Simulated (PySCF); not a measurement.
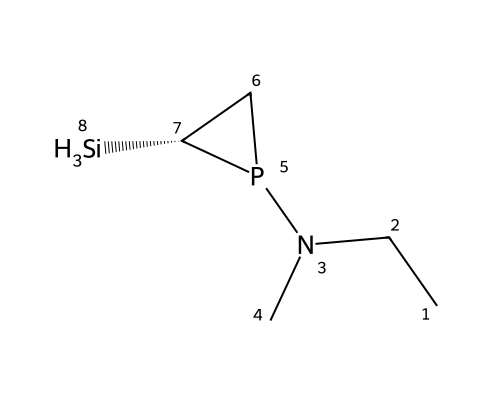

Skeletal drawing with numbered atoms; wedges and dashes mark any stereocentres. The configuration is that of a computed structure (PBE0-D3(BJ)/def2-SVP).

> Give the R/S and E/Z labels.

C7: S.

> Write the isomeric SMILES.

CCN(C)P1C[C@H]1[SiH3]
